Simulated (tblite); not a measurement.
**Geometry relaxation of C3H9FSi3 (charge +1) (part 4 of 4)**

C3H9FSi3, charge +1, multiplicity 2; GFN2-xTB geometry optimisation, gas phase (tblite 0.8.0). It belongs to a series of runs on one base structure; here: electron removed.

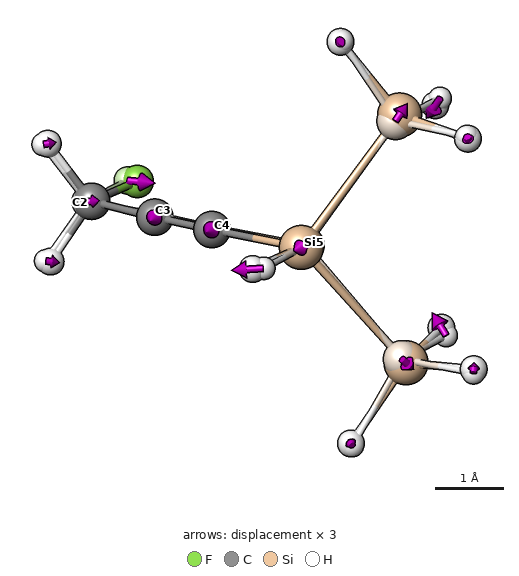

*Start (faint) and end (solid) with the displacements as pink arrows, magnified 3 times (ball-and-stick view, seen at a tilt). The two geometries are laid on each other by the best rigid fit.*

After 58 geometry steps the energy has fallen by 34.9 kJ/mol. Largest force component: 2 eV/Å at the start, 0.006 eV/Å at the end. The atom that moves furthest after the best rigid fit is H10 (0.17 Å). Largest moves by element: H 0.17 Å, F 0.15 Å, C 0.12 Å, Si 0.11 Å. Among the contacts that change: Si5–Si7 2.285 → 2.447 Å, Si5–Si6 2.306 → 2.448 Å, C4–Si5 1.870 → 1.834 Å, Si6–H11 1.487 → 1.456 Å. Among the angles that change: Si5–Si7–H16 111.7° → 105.3°, Si5–Si6–H11 110.9° → 104.5°, Si5–Si6–H12 110.2° → 104.1°. (Atoms are counted from 1 in the order of the input.)

This output came from the following input.

Input
```
{"job": {"kind": "relax", "xc": "GFN2-xTB", "basis": "xTB"}, "charge": 1, "multiplicity": 2}
F      3.929500    -0.816800    -0.075000
C      3.534400     0.495800    -0.117700
C      2.086000     0.542100    -0.069200
C      0.875100     0.593700    -0.052000
Si    -0.993300     0.631100     0.009800
Si    -1.887600    -0.549900    -1.757200
Si    -1.789700    -0.425600     1.873000
H      3.943100     0.940800    -1.019500
H      3.987100     0.992100     0.756200
H     -1.460100     2.050100    -0.028500
H     -1.451700     0.028400    -3.056400
H     -3.372300    -0.505600    -1.705500
H     -1.467000    -1.973400    -1.699800
H     -3.272800    -0.383500     1.899000
H     -1.295400     0.243400     3.114000
H     -1.372800    -1.853600     1.917500
```

The first line tells a small driver script what to run in tblite; the rest is the geometry in Å.

Run as:
```bash
OMP_NUM_THREADS=1 python <driver script> task.json out
```

Summary

```json
{"quantity": "outcome", "value": "converged"}
{"quantity": "total energy", "value": "−555.2111 eV"}
{"quantity": "hardware", "value": "1 CPU thread, shared host"}
{"quantity": "wall time", "value": "1.9 s"}
{"quantity": "peak memory", "value": "0.18 GiB"}
```
